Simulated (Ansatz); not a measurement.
**AlH3OS: search for a transition state, part 1 of 2**

Wanted: the transition state of a 1,1-elimination (form S2–H3 and break Al1–S2, Al1–H3). The guess is relaxed with those distances held, a saddle search follows, and vibrations and two downhill relaxations check it.

The runs use Ansatz 0.2.0, Gaussian basis; PBE0-D4, def2-SVP first, then def2-TZVP.

115 further runs of the same task are left out: 1 that didn't finish, 114 set aside as unsound or not needed.

## 1. Starting geometry

The guess: 6 atoms, charge 0, spin multiplicity 1.

Atoms are counted from 1 here; the program's logs count them from 0.

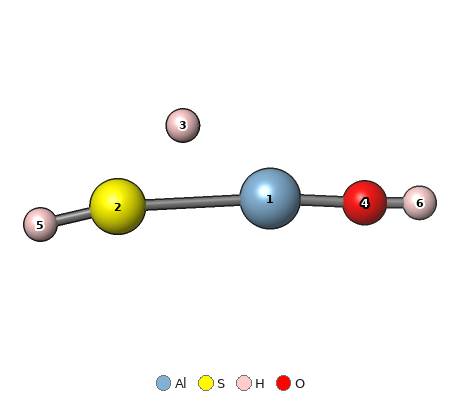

The starting geometry (aluminium light blue, sulfur yellow, hydrogen pink, oxygen red); atoms are numbered from 1 in the order of the file.

Coordinates:

```csv
atom,x (Å),y (Å),z (Å)
Al1,-0.6262,-0.1884,0.0654
S2,1.9059,0.2256,-0.5500
H3,0.8124,1.1023,0.5762
O4,-2.1883,-0.5922,0.3629
H5,3.1929,0.2427,-1.0143
H6,-3.0967,-0.7899,0.5598
```

Distances that are to change: S2–H3 1.80 Å, Al1–S2 2.64 Å, Al1–H3 2.00 Å.

## 2. Constrained relaxation of the guess

The input, hold/in.yaml:

```yaml
crystal:
  periodic: [false, false, false]
  atoms:
    - {symbol: Al, position_ang: [-0.626200, -0.188400, 0.065400]}
    - {symbol: S, position_ang: [1.905900, 0.225600, -0.550000]}
    - {symbol: H, position_ang: [0.812400, 1.102300, 0.576200]}
    - {symbol: O, position_ang: [-2.188300, -0.592200, 0.362900]}
    - {symbol: H, position_ang: [3.192900, 0.242700, -1.014300]}
    - {symbol: H, position_ang: [-3.096700, -0.789900, 0.559800]}
basis:
  gaussian: {orbitals: def2-SVP}
hamiltonian: {xc: pbe0, dispersion: d4}
relax: {f_tol: 0.04, max_steps: 150, escape_saddle: false, constraints: [{distance: [1, 2]}, {distance: [0, 1]}, {distance: [0, 2]}]}
```

Started as:

```
ansatz run in.yaml --threads 2 --pin off --events-out ev --progress --plain --max-ram 4352MiB
```

What it wrote, cut to the lines that bear on the results:

```text
Functional definition: PBE0
  name "PBE0"
  cite "Adamo & Barone, J. Chem. Phys. 110, 6158 (1999) doi:10.1063/1.478522"
  cite "Perdew, Burke & Ernzerhof, Phys. Rev. Lett. 77, 3865 (1996) doi:10.1103/PhysRevLett.77.3865"
  parent pbe
[...]
650 factors; integrals over basis functions are off by at most 2.8e-4 eV
[...]
mean field -19510.83271532 eV, -717.0098773706 hartree, gradient 2.2e-5 eV, S^2 0.000000; 0 other end points of the search recorded, 0 dependent functions left out
[...]
reference -19510.83274394 eV, -717.0098784224 hartree; 20, 20 occupied and 45, 45 virtual orbitals, 650 factors
relax step   1: F+E_penalty+E_count = -19510.91634959 eV  Δ(F+E_penalty+E_count) = +0.000e0 eV  max|allowed force component| = 7.856e-1 eV/Å  Δτ_max = 0.0000 Å  (25 SCF iters, accepted)
[...]
relax step   9: F+E_penalty+E_count = -19511.30399425 eV  Δ(F+E_penalty+E_count) = -5.915e-2 eV  max|allowed force component| = 6.947e-1 eV/Å  Δτ_max = 0.1927 Å  (29 SCF iters, accepted)
[...]
relax step  17: F+E_penalty+E_count = -19511.43752153 eV  Δ(F+E_penalty+E_count) = +4.176e-2 eV  max|allowed force component| = 1.583e0 eV/Å  Δτ_max = 0.1990 Å  (30 SCF iters, rejected (line search))
[...]
relax step  25: F+E_penalty+E_count = -19511.54100611 eV  Δ(F+E_penalty+E_count) = -7.396e-3 eV  max|allowed force component| = 1.872e-1 eV/Å  Δτ_max = 0.0548 Å  (25 SCF iters, accepted)
[...]
relax step  33: F+E_penalty+E_count = -19511.56701550 eV  Δ(F+E_penalty+E_count) = -7.492e-4 eV  max|allowed force component| = 1.019e-1 eV/Å  Δτ_max = 0.0899 Å  (25 SCF iters, accepted)
[...]
relax step  34: F+E_penalty+E_count = -19511.56866468 eV  Δ(F+E_penalty+E_count) = -1.649e-3 eV  max|allowed force component| = 1.842e-2 eV/Å  Δτ_max = 0.0277 Å  (24 SCF iters, accepted)
  distance S 1 - H 2 held at 1.797963 Å   reaction = +1.6359e0 eV/Å
  distance Al 0 - S 1 held at 2.638493 Å   reaction = -3.8962e-1 eV/Å
  distance Al 0 - H 2 held at 1.999098 Å   reaction = +7.9738e-1 eV/Å
650 factors; integrals over basis functions are off by at most 6.3e-4 eV
[...]
mean field -19511.47273084 eV, -717.0333975071 hartree, gradient 3.9e-5 eV, S^2 0.000000; 1 other end points of the search recorded, 0 dependent functions left out
[...]
reference -19511.47275723 eV, -717.0333984769 hartree; 20, 20 occupied and 45, 45 virtual orbitals, 650 factors
Total energy: -19511.56869107 eV, -717.0369239804 hartree
Atom 0 at    -0.447203     0.179979     1.027463 Å, force     0.366528     0.462715     0.069007 eV/Å
Atom 1 at     1.180518     0.277472    -1.046823 Å, force     0.102274     0.998415     0.997722 eV/Å
Atom 2 at     1.038577     1.353798     0.386372 Å, force    -0.462344    -1.434798    -1.053284 eV/Å
Atom 3 at    -1.864205    -0.524933     0.393764 Å, force    -0.012283    -0.013933    -0.006843 eV/Å
Atom 4 at     2.113235    -0.353885    -0.299749 Å, force     0.007086    -0.014287     0.001299 eV/Å
Atom 5 at    -2.020922    -0.932332    -0.461027 Å, force    -0.001261     0.001888    -0.007901 eV/Å
Dipole moment:     0.174044    -0.184780    -0.164622 e Å
```

Run time: 37 s. Hardware: 2 threads of Intel Xeon Platinum 8375C at 2.90GHz, shared host.

Step by step: (not every step is listed) (the energy doesn't fall at every step)

```csv
step,energy from step 1 (eV),largest force component (eV/Å)
1,0.0000,0.7856
2,-0.0979,0.3860
3,-0.1446,0.6497
4,-0.2100,0.5454
5,-0.2240,0.5968
6,-0.2474,0.3391
7,-0.2679,1.1046
8,-0.3285,0.8742
9,-0.3876,0.6947
11,-0.4785,0.5941
13,-0.5507,0.2188
15,-0.5620,0.1366
17,-0.5212,1.5827
19,-0.5661,1.0763
21,-0.5919,0.3032
23,-0.5953,1.0055
25,-0.6247,0.1872
27,-0.6395,0.1010
29,-0.6414,0.0642
30,-0.6427,0.1234
31,-0.6462,0.2436
32,-0.6499,0.1275
33,-0.6507,0.1019
34,-0.6523,0.0184
```

Close pairs (by a distance rule), those that changed most:

```csv
bond,before (Å),after (Å),change (Å)
Al1–O4,1.641,1.705,+0.064
S2–H5,1.368,1.352,-0.017
O4–H6,0.950,0.960,+0.010
Al1–S2,2.638,2.638,+0.000
```

## 3. A starting Hessian

The input, hessian/in.yaml:

```yaml
crystal:
  periodic: [false, false, false]
  atoms:
    - {symbol: Al, position_ang: [-0.447203, 0.179979, 1.027463]}
    - {symbol: S, position_ang: [1.180518, 0.277472, -1.046823]}
    - {symbol: H, position_ang: [1.038577, 1.353798, 0.386372]}
    - {symbol: O, position_ang: [-1.864205, -0.524933, 0.393764]}
    - {symbol: H, position_ang: [2.113235, -0.353885, -0.299749]}
    - {symbol: H, position_ang: [-2.020922, -0.932332, -0.461027]}
basis:
  gaussian: {orbitals: def2-SVP}
hamiltonian: {xc: pbe0, dispersion: d4}
phonons: {}
scf: {lower_state_search: off}
```

Started as:

```
ansatz run in.yaml --threads 2 --pin off --events-out ev --progress --plain --max-ram 4352MiB
```

What it wrote, cut to the lines that bear on the results:

```text
[... 5 set-up lines as earlier in the session ...]
[...]
648 factors; integrals over basis functions are off by at most 2.7e-4 eV
[...]
mean field -19511.47273197 eV, -717.0333975488 hartree, gradient 3.5e-6 eV, S^2 0.000000; 0 other end points of the search recorded, 0 dependent functions left out
[...]
reference -19511.47275823 eV, -717.0333985139 hartree; 20, 20 occupied and 45, 45 virtual orbitals, 648 factors
[... from here to the last solve, the lines of the solves are left out (35 solves) ...]
648 factors; integrals over basis functions are off by at most 2.7e-4 eV
mean field -19511.47261703 eV, -717.0333933247 hartree, gradient 2.1e-6 eV, S^2 0.000000; 0 other end points of the search recorded, 0 dependent functions left out
[...]
WARN: phonons: modes at or below zero, which the zero-point energy, F, S and C_V leave out: 1, the lowest at -1104.64 cm⁻¹. A minimum has none, and a first-order saddle one
Total energy: -19511.56869206 eV, -717.0369240170 hartree
Atom 0 at    -0.447203     0.179979     1.027463 Å, force     0.366396     0.462640     0.068932 eV/Å
Atom 1 at     1.180518     0.277472    -1.046823 Å, force     0.102265     0.998407     0.997764 eV/Å
Atom 2 at     1.038577     1.353798     0.386372 Å, force    -0.462355    -1.434807    -1.053302 eV/Å
Atom 3 at    -1.864205    -0.524933     0.393764 Å, force    -0.012126    -0.013839    -0.006747 eV/Å
Atom 4 at     2.113235    -0.353885    -0.299749 Å, force     0.007100    -0.014273     0.001287 eV/Å
Atom 5 at    -2.020922    -0.932332    -0.461027 Å, force    -0.001281     0.001873    -0.007933 eV/Å
Dipole moment:     0.174046    -0.184776    -0.164623 e Å
Vibrations: -1104.64 133.93 265.59 302.41 365.69 468.58 496.73 850.23 976.15 1005.67 2715.37 3956.93 cm⁻¹, zero-point energy 0.715220 eV
Checks for a lower state left out: stability, starts, cluster_reference, orbital_swaps, neighbouring_geometries, increment
```

It took 21 s on 2 threads of Intel Xeon Platinum 8375C at 2.90GHz, shared host.

The structure is not stationary yet, so these wavenumbers are no spectrum; the search needs only the force constants.

## 4. Saddle search in the small basis

The search itself is an outer loop (partitioned rational-function steps, Bofill update of the Hessian). Each step is one single-point run with forces. It stops when the largest force is under 0.04 eV/Å and the followed curvature is negative. The first step's input:

The input, presaddle/in.yaml:

```yaml
crystal:
  periodic: [false, false, false]
  atoms:
    - {symbol: Al, position_ang: [-0.447203, 0.179979, 1.027463]}
    - {symbol: S, position_ang: [1.180518, 0.277472, -1.046823]}
    - {symbol: H, position_ang: [1.038577, 1.353798, 0.386372]}
    - {symbol: O, position_ang: [-1.864205, -0.524933, 0.393764]}
    - {symbol: H, position_ang: [2.113235, -0.353885, -0.299749]}
    - {symbol: H, position_ang: [-2.020922, -0.932332, -0.461027]}
basis:
  gaussian: {orbitals: def2-SVP}
hamiltonian: {xc: pbe0, dispersion: d4}
output: {forces: true}
scf: {lower_state_search: off}
```

Started as:

```
ansatz run in.yaml --threads 2 --pin off --events-out ev --progress --plain --max-ram 4352MiB
```

Step by step:

```csv
step,energy (eV),largest force (eV/Å),followed curvature (eV/Å²)
1,-19511.56870,1.4348,-11.11
2,-19511.71896,0.6139,-10.63
3,-19511.68954,0.4090,-9.89
4,-19511.70569,0.1222,-10.44
5,-19511.70269,0.3086,-10.52
6,-19511.70623,0.1264,-10.54
7,-19511.69161,0.6648,-10.54
8,-19511.70455,0.2271,-10.54
9,-19511.70632,0.0388,-10.54
```

The 9 steps took 5.9 s in all (2 threads of Intel Xeon Platinum 8375C at 2.90GHz, shared host).

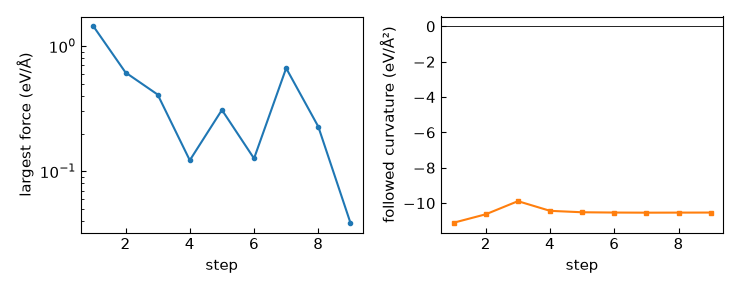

Largest force and followed curvature during the search.

## 5. Saddle search in triple zeta

A small driver takes partitioned rational-function steps: uphill along one mode, downhill along the rest. It calls the program once a step for energy and forces and updates the Hessian by Bofill's formula. It stops when the largest force is under 0.01 eV/Å and the followed curvature is negative. The first step's input:

The input, saddle/in.yaml:

```yaml
crystal:
  periodic: [false, false, false]
  atoms:
    - {symbol: Al, position_ang: [-0.386397, 0.240666, 0.883952]}
    - {symbol: S, position_ang: [1.210720, 0.302900, -1.069084]}
    - {symbol: H, position_ang: [0.937677, 1.210541, 0.457757]}
    - {symbol: O, position_ang: [-1.855312, -0.490048, 0.420973]}
    - {symbol: H, position_ang: [2.114348, -0.322720, -0.281412]}
    - {symbol: H, position_ang: [-2.021036, -0.941239, -0.412187]}
basis:
  gaussian: {orbitals: def2-TZVP}
hamiltonian: {xc: pbe0, dispersion: d4}
output: {forces: true}
scf: {lower_state_search: off}
```

Started as:

```
ansatz run in.yaml --threads 2 --pin off --events-out ev --progress --plain --max-ram 4352MiB
```

Step by step:

```csv
step,energy (eV),largest force (eV/Å),followed curvature (eV/Å²)
1,-19520.45810,0.2218,-10.54
2,-19520.45358,0.2762,-10.55
3,-19520.46242,0.0906,-10.54
4,-19520.46290,0.1273,-10.59
5,-19520.46321,0.0124,-10.66
6,-19520.46323,0.0086,-10.64
```

The 6 steps took 7 s in all (2 threads of Intel Xeon Platinum 8375C at 2.90GHz, shared host).

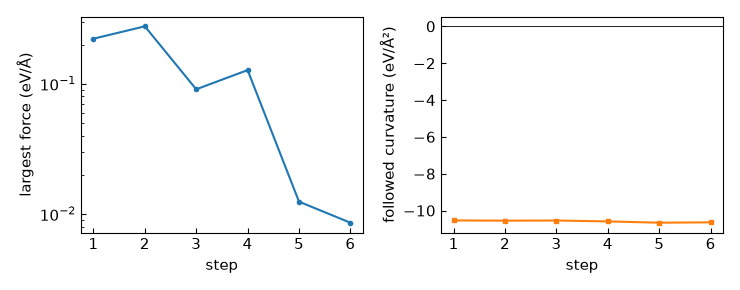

Largest force and followed curvature during the search.

The point found:

```
Al   -0.38705    0.23488    0.89225
S     1.18558    0.28874   -1.06019
H     0.92998    1.20548    0.44953
O    -1.84752   -0.48464    0.42112
H     2.09575   -0.31948   -0.28273
H    -1.97675   -0.92488   -0.41997
```

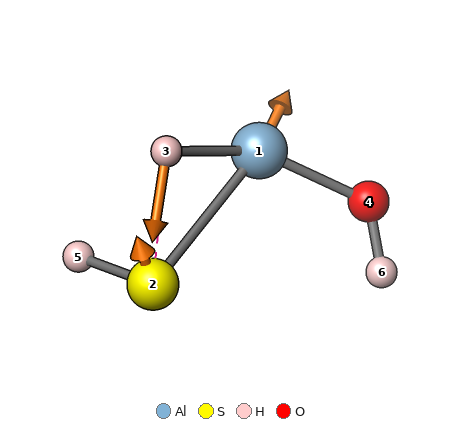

The point found; broken lines mark the pairs that react, arrows the followed mode.

(Continued in part 2 of 2.)
